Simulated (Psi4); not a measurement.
# [CF3]+ (SMILES F[C+](F)F) at DSD-PBEP86/def2-SVPD (density fitting for correlation)

What is the vertical ionisation energy of [CF3]+ at DSD-PBEP86/def2-SVPD (density fitting for correlation)? 

The results are computed with Psi4 1.11.

1 further run of the same task is left out (set aside as unsound or not needed).

## (1) The structure to begin with

[CF3]+: 4 atoms, total charge +1, spin state singlet. SMILES: `F[C+](F)F`. Geometry: relaxed at PBE0-D4/def2-TZVP.

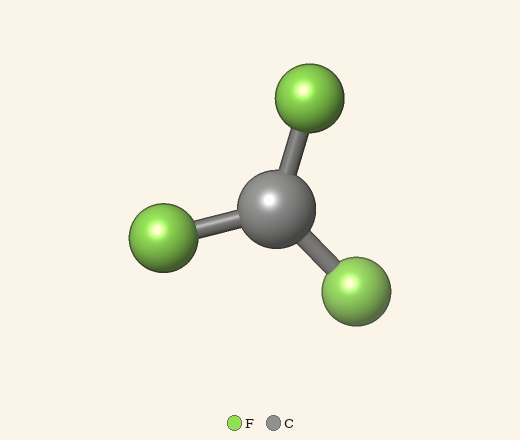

Viewed from a chosen angle; fluorine green, carbon grey.

## (2) A single-point energy at DSD-PBEP86/def2-SVPD (density fitting for correlation)

File run.py:

```python
import psi4

psi4.set_memory(2200000000)
psi4.set_num_threads(1)
psi4.core.set_output_file('cf3.out', False)

geom = psi4.geometry("""
1 1
F
C 1 1.229636
F 2 1.229663 1 119.99997
F 2 1.229643 1 119.99607 3 -179.99577
symmetry c1
no_reorient
no_com
""")

psi4.set_options({
    'basis': 'def2-SVPD',
    'puream': True,
    'e_convergence': 1e-09,
    'd_convergence': 1e-08,
    'scf_type': 'pk',
    'dft_radial_points': 99,
    'dft_spherical_points': 590,
    'num_frozen_docc': 4,
})

result, w = psi4.energy('DSD-PBEP86', return_wfn=True)
print('E =', round(result, 9))
```

The run is started by

```console
$ python run.py
```

cf3.out:

```text
[...]
  Running in c1 symmetry.
[...]
  Nuclear repulsion =  130.092759845530310
[...]
  Multiplicity = 1
[...]
  Nalpha       = 16
  Nbeta        = 16
[...]
    Number of basis functions: 89
[...]
   @RKS iter   1:  -335.97246846077604    5.61160e-01   6.10576e-03 ADIIS/DIIS
[...]
   @RKS iter  10:  -336.08918849360879   -2.84217e-12   3.91801e-09 DIIS
[...]
    Orbital Energies [Eh]
    ---------------------
    Doubly Occupied:
       1A    -26.180123     2A    -26.180121     3A    -26.179946
       4A    -11.579705     5A     -2.008662     6A     -1.909005
       7A     -1.909001     8A     -1.235429     9A     -1.166604
      10A     -1.166599    11A     -1.118201    12A     -1.004369
      13A     -1.004361    14A     -0.979653    15A     -0.979651
      16A     -0.952372
[...]
  @RKS Final Energy:  -336.08918849360879
   => Energetics <=
    Nuclear Repulsion Energy =            130.0927598455303098
    One-Electron Energy =                -713.8779175323252275
    Two-Electron Energy =                 258.0318484632138052
    DFT Exchange-Correlation Energy =     -10.3358792700276609
    Empirical Dispersion Energy =           0.0000000000000000
    VV10 Nonlocal Energy =                  0.0000000000000000
    Total Energy =                       -336.0891884936087877
[...]
 Multipole Moments:
 ------------------------------------------------------------------------------------
     Multipole            Electronic (a.u.)      Nuclear  (a.u.)        Total (a.u.)
 ------------------------------------------------------------------------------------
 L = 1.  Multiply by 2.5417464519 to convert [e a0] to [Debye]
 Dipole X            :          0.0000368            0.0000129            0.0000497
 Dipole Y            :          0.0000023           -0.0000040           -0.0000017
 Dipole Z            :          0.0000207            0.0000093            0.0000300
 Magnitude           :                                                    0.0000581
[...]
```

The script printed:

```text
E = -336.448280575
```

Run time: 18 s. Hardware: 1 thread of Intel Xeon at 2.50GHz (Skylake/Cascade Lake), shared host; peak memory 0.88 GiB.

## (3) Doublet [CF3]2+

File input.json:

```json
{
 "schema_name": "qcschema_input",
 "schema_version": 1,
 "molecule": {
  "schema_name": "qcschema_molecule",
  "schema_version": 2,
  "symbols": ["F", "C", "F", "F"],
  "geometry": [1.32016267, -0.21656261, 1.89993065, 0.0, 0.0, 0.0, -1.15178807, -1.83945941, -0.83034566, -0.16818563, 2.05602202, -1.06958499],
  "molecular_charge": 2,
  "molecular_multiplicity": 2,
  "fix_symmetry": "c1",
  "fix_com": true,
  "fix_orientation": true
 },
 "driver": "energy",
 "model": {
  "method": "dsd-pbep86",
  "basis": "def2-SVPD"
 },
 "keywords": {
  "reference": "uks",
  "puream": true,
  "e_convergence": 1e-09,
  "d_convergence": 1e-08,
  "scf_type": "pk",
  "dft_radial_points": 99,
  "dft_spherical_points": 590,
  "num_frozen_docc": 4,
  "maxiter": 100
 }
}
```

The run is started by

```console
$ psi4 --qcschema input.json -n 1 --memory 2200MB
```

stdout:

```text
[...]
  Running in c1 symmetry.
[...]
  Nuclear repulsion =  130.092792062565593
[...]
  Multiplicity = 2
[...]
  Nalpha       = 16
  Nbeta        = 15
[...]
    Number of basis functions: 89
[...]
   @UKS iter   1:  -334.95783120692812    1.57580e+00   6.78180e-03 ADIIS/DIIS
[...]
   @UKS iter  15:  -335.12272071248003   -9.66338e-13   2.93145e-09 DIIS
[...]
   @S^2 Observed:                7.716559611E-01
[...]
    Orbital Energies [Eh]
    ---------------------
    Alpha Occupied:
       1A    -26.614674     2A    -26.614661     3A    -26.614489
       4A    -11.958881     5A     -2.407779     6A     -2.314960
       7A     -2.314946     8A     -1.614108     9A     -1.558244
      10A     -1.558237    11A     -1.492451    12A     -1.421484
      13A     -1.421481    14A     -1.390478    15A     -1.370598
      16A     -1.370585
    Alpha Virtual:
      17A     -0.637916    18A     -0.449971    19A     -0.272653
      20A     -0.272636    21A     -0.271512    22A     -0.263365
      23A     -0.209320    24A     -0.209311    25A     -0.174178
[...]
  @UKS Final Energy:  -335.12272071248003
   => Energetics <=
    Nuclear Repulsion Energy =            130.0927920625655929
    One-Electron Energy =                -701.1949101126455162
    Two-Electron Energy =                 246.1530099994748753
    DFT Exchange-Correlation Energy =     -10.1736126618749196
    Empirical Dispersion Energy =           0.0000000000000000
    VV10 Nonlocal Energy =                  0.0000000000000000
    Total Energy =                       -335.1227207124800316
[...]
 Multipole Moments:
 ------------------------------------------------------------------------------------
     Multipole            Electronic (a.u.)      Nuclear  (a.u.)        Total (a.u.)
 ------------------------------------------------------------------------------------
 L = 1.  Multiply by 2.5417464519 to convert [e a0] to [Debye]
 Dipole X            :         -0.0017030            0.0017007           -0.0000022
 Dipole Y            :          0.0000107            0.0000000            0.0000107
 Dipole Z            :         -0.0000619            0.0000000           -0.0000619
 Magnitude           :                                                    0.0000628
[...]
```

The result, in JSON:

```text
{
 "driver": "energy",
 "model": {
  "method": "dsd-pbep86",
  "basis": "def2-SVPD"
 },
 "success": true,
 "return_result": -335.5096192954123,
 "properties": {
  "calcinfo_nbasis": 89,
  "calcinfo_nmo": 89,
  "calcinfo_nalpha": 16,
  "calcinfo_nbeta": 15,
  "calcinfo_natom": 4,
  "nuclear_repulsion_energy": 130.0927920625656,
  "return_energy": -335.5096192954123,
  "scf_one_electron_energy": -701.1949101126455,
  "scf_two_electron_energy": 246.15300999947488,
  "scf_xc_energy": -10.17361266187492,
  "scf_dipole_moment": [-2.2451601069395366e-06, 1.0653221894640907e-05, -6.185577393380548e-05],
  "scf_total_energy": -335.12272071248003,
  "scf_iterations": 15
 }
}
```

Run time: 32 s. Hardware: 1 thread of Intel Xeon at 2.50GHz (Skylake/Cascade Lake), shared host; peak memory 0.88 GiB.

## (4) What came out

Level: DSD-PBEP86/def2-SVPD (density fitting for correlation), 4 core orbitals frozen.

```
                                                                 quantity          value
                                             singlet [CF3]+: total energy  -336.44828 Eh
                        singlet [CF3]+: HOMO energy (SCF part's orbitals)      -25.92 eV
                        singlet [CF3]+: LUMO energy (SCF part's orbitals)       -7.70 eV
                      singlet [CF3]+: HOMO–LUMO gap (SCF part's orbitals)       18.22 eV
                                            doublet [CF3]2+: total energy  -335.50962 Eh
doublet [CF3]2+: HOMO energy (SCF part's orbitals) (highest over α and β)      -34.01 eV
 doublet [CF3]2+: LUMO energy (SCF part's orbitals) (lowest over α and β)      -26.71 eV
                                                    doublet [CF3]2+: ⟨S²⟩          0.772
                     vertical ionisation energy (to the doublet dication)      25.542 eV
```

In words: The vertical ionisation energy comes to 25.54 eV (589 kcal/mol). The negative HOMO energy of the first species, 25.92 eV, lies 0.37 eV above that difference.
